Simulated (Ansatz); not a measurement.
```xyz
12

F    -1.8132   -1.3809   -0.8593
Si   -1.3047   -0.0866   -0.0666
Si   -0.2064    1.3139   -1.5954
O    -0.3043   -0.5629    1.1197
Si    1.1929   -1.0709    1.5565
H    -2.4982    0.5194    0.5698
H     0.3158    2.5114   -0.8825
H    -1.1543    1.7574   -2.6521
H     0.9319    0.5959   -2.2289
H     1.4547   -0.6063    2.9394
H     2.2065   -0.4940    0.6341
H     1.2561   -2.5516    1.4992
```

Geometry: PBE0-D4/def2-TZVP.

Theory: RKS PBE0-D4/def2-TZVPP in Ansatz.

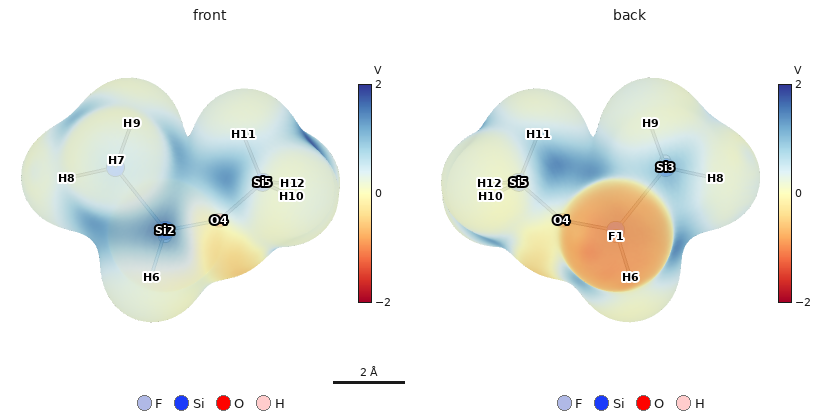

FH7OSi3. The molecular electrostatic potential painted on the density surface at 0.002 e/bohr³, seen from the front and from behind; red is negative and blue positive.

Q: Which sites attract a positive test charge, and which a negative one?

A: A positive charge is drawn to the negative regions and a negative charge to the positive ones. The most negative region (about −0.9 V) lies over F1, the most positive (about +1.5 V) over Si5.
